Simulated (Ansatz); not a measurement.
## A computed series for TiO2: pressure series

Consider TiO2 in the anatase structure (space group I4_1/amd, No. 141).

```
CELL_PARAMETERS angstrom
     -1.89921     1.89921     4.85192
      1.89921    -1.89921     4.85192
      1.89921     1.89921    -4.85192
ATOMIC_POSITIONS crystal
  Ti 0.50000 0.50000 0.00000
  Ti 0.25000 0.75000 0.50000
  O  0.29360 0.29360 0.00000
  O  0.04360 0.54360 0.50000
  O  0.45640 0.95640 0.50000
  O  0.70640 0.70640 0.00000
```

Cell and atoms are relaxed at each pressure.

Method: PBE (Ansatz, a first-principles code), without spin-orbit coupling, earlier PAW set.

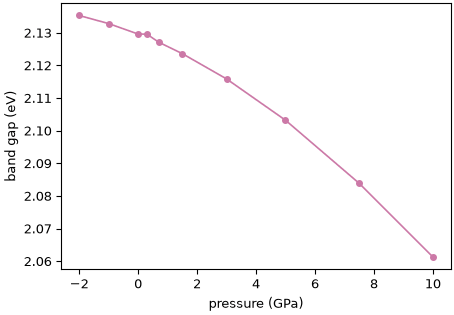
Figure: Band gap against pressure

From the plot, what is the band gap for pressure 10 GPa?

About 2.06 eV.

Is the trend monotonic over the range shown?

Yes, it falls throughout, spanning 2.06 eV to 2.14 eV.

Load acts through the strain it causes; cell and atoms are relaxed under it. No phonon test of stability was made. No other phases were tried under pressure. The final runs are not spin-polarised.
